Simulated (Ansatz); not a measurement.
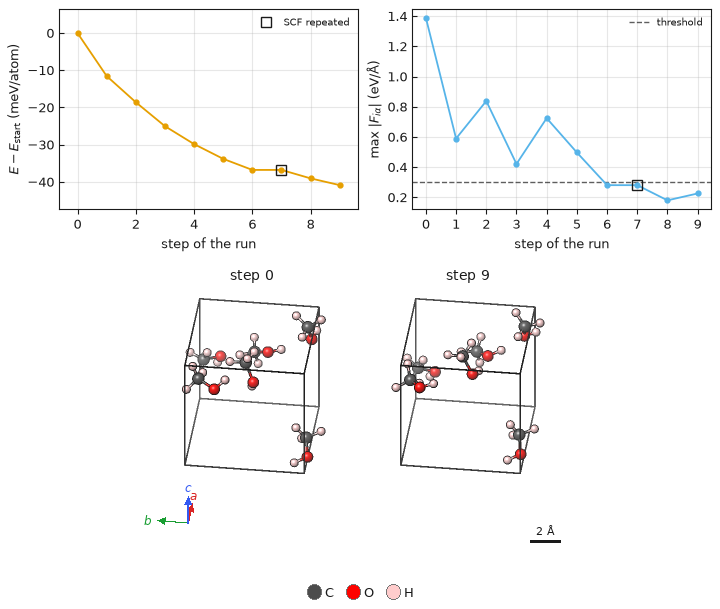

First and last geometry of a relaxation of an amorphous cell of composition H4CO, with the history of the run. Style: ball-and-stick. Shown: the cell of the calculation (origin shifted), from a free direction.

The cell holds 6 CH3OH. The run prepares the start of a later molecular dynamics calculation, from a guessed geometry.

Method: DFT r2SCAN-D3(BJ), scalar-relativistic, plane waves, PAW in Ansatz 0.2.0.

The input:
```yaml
crystal:
  lattice:
    - [8.054832, 0.0, 0.0]
    - [0.0, 8.054832, 0.0]
    - [0.0, 0.0, 8.054832]
  atoms:
    - { symbol: C, position: [0.3659322, 0.2406286, 0.6123907] }
    - { symbol: O, position: [0.4306808, 0.2157751, 0.4499176] }
    - { symbol: H, position: [0.2351195, 0.2713107, 0.5967904] }
    - { symbol: H, position: [0.5473519, 0.1882767, 0.4614859] }
    - { symbol: H, position: [0.3752076, 0.1286976, 0.689362] }
    - { symbol: H, position: [0.4270727, 0.3436167, 0.6771551] }
    - { symbol: C, position: [0.4791726, 0.7007297, 0.250194] }
    - { symbol: O, position: [0.378905, 0.5764522, 0.3257528] }
    - { symbol: H, position: [0.4087837, 0.8159922, 0.2577238] }
    - { symbol: H, position: [0.4398224, 0.4727239, 0.3201297] }
    - { symbol: H, position: [0.5975951, 0.7180674, 0.3151143] }
    - { symbol: H, position: [0.5044896, 0.6740143, 0.1191044] }
    - { symbol: C, position: [0.8745192, 0.1927761, 0.8367246] }
    - { symbol: O, position: [0.7259672, 0.1638754, 0.7455947] }
    - { symbol: H, position: [0.9140113, 0.0723643, 0.8840333] }
    - { symbol: H, position: [0.6889667, 0.2700502, 0.7024672] }
    - { symbol: H, position: [0.973987, 0.2433024, 0.7586706] }
    - { symbol: H, position: [0.854861, 0.2764028, 0.9423621] }
    - { symbol: C, position: [0.5254791, 0.1339493, 0.1073344] }
    - { symbol: O, position: [0.6425797, 0.0066994, 0.071244] }
    - { symbol: H, position: [0.4626715, 0.0965111, 0.2211339] }
    - { symbol: H, position: [0.6997828, 0.0380812, -0.0299741] }
    - { symbol: H, position: [0.5851072, 0.2545106, 0.1285145] }
    - { symbol: H, position: [0.432274, 0.1477518, 0.0090417] }
    - { symbol: C, position: [0.8652119, 0.0957656, 0.3599803] }
    - { symbol: O, position: [0.7684477, -0.0489001, 0.3297129] }
    - { symbol: H, position: [0.8190906, 0.1906306, 0.2753033] }
    - { symbol: H, position: [0.8079348, -0.1348562, 0.404241] }
    - { symbol: H, position: [0.8514875, 0.1413186, 0.4875566] }
    - { symbol: H, position: [0.9974576, 0.0756976, 0.3345343] }
    - { symbol: C, position: [0.0577432, 0.7220692, 0.4228264] }
    - { symbol: O, position: [-0.0115591, 0.6505274, 0.2769273] }
    - { symbol: H, position: [-0.0300823, 0.6971933, 0.5226492] }
    - { symbol: H, position: [0.0652177, 0.6715585, 0.1865662] }
    - { symbol: H, position: [0.1775448, 0.6663741, 0.4557624] }
    - { symbol: H, position: [0.0735696, 0.8568505, 0.4117504] }
basis:
  ecutwfc: 500.0
kpoints:
  mp_grid: { grid: [1, 1, 1] }
hamiltonian:
  xc: r2scan
  dispersion: d3bj
scf:
  occupations: { method: fermi_dirac, width: 0.05 }
  lower_state_search: "off"
relax:
  f_tol: 0.3
  max_steps: 15
  adjacent_minimum: "off"
output:
  write_density: true
  write_potential: true
  elf: true
  volumetric_format: npy
```

Command:
```bash
ansatz run input.yaml --threads 1 --pin off --max-ram 3072MiB --backend cpu --events-out ev --progress --plain --runs-dir out
```

Q: Did the run converge, and what did it change?

A: It converged. After 8 accepted moves (9 points after the start) the energy has fallen by 40.9 meV per atom. The largest force component goes from 1.4 to 0.23 eV/Å. 1 step only repeated the SCF at the same geometry. The largest move is that of H34, 1.25 Å along [2 −2 3]. Largest moves by element: H 1.25 Å, O 1.05 Å, C 0.57 Å. The cell stays as it was. Among the contacts that change: O2–H4 0.970 → 0.977 Å, C19–O20 1.423 → 1.416 Å, O14–H16 0.970 → 0.964 Å, C13–O14 1.423 → 1.427 Å. Bond angles that change, for instance: C1–O2–H4 107.4° → 110.6°, O32–C31–H33 106.3° → 108.5°, C31–O32–H34 107.4° → 105.2°.

```json
{"step": "0", "E − E(0), meV/atom": "0.00", "largest force component, eV/Å": "1.3889", "note": ""}
{"step": "1", "E − E(0), meV/atom": "-11.55", "largest force component, eV/Å": "0.5898", "note": ""}
{"step": "2", "E − E(0), meV/atom": "-18.58", "largest force component, eV/Å": "0.8381", "note": ""}
{"step": "3", "E − E(0), meV/atom": "-25.02", "largest force component, eV/Å": "0.4214", "note": ""}
{"step": "4", "E − E(0), meV/atom": "-29.84", "largest force component, eV/Å": "0.7244", "note": ""}
{"step": "5", "E − E(0), meV/atom": "-33.80", "largest force component, eV/Å": "0.4974", "note": ""}
{"step": "6", "E − E(0), meV/atom": "-36.78", "largest force component, eV/Å": "0.2807", "note": ""}
{"step": "7", "E − E(0), meV/atom": "-36.78", "largest force component, eV/Å": "0.2808", "note": "same geometry, SCF repeated"}
{"step": "8", "E − E(0), meV/atom": "-39.05", "largest force component, eV/Å": "0.1802", "note": ""}
{"step": "9", "E − E(0), meV/atom": "-40.87", "largest force component, eV/Å": "0.2257", "note": ""}
```

Limits of the set-up: the periodic images lie only 8.1 Å apart, so the values are limited by the cell's size.
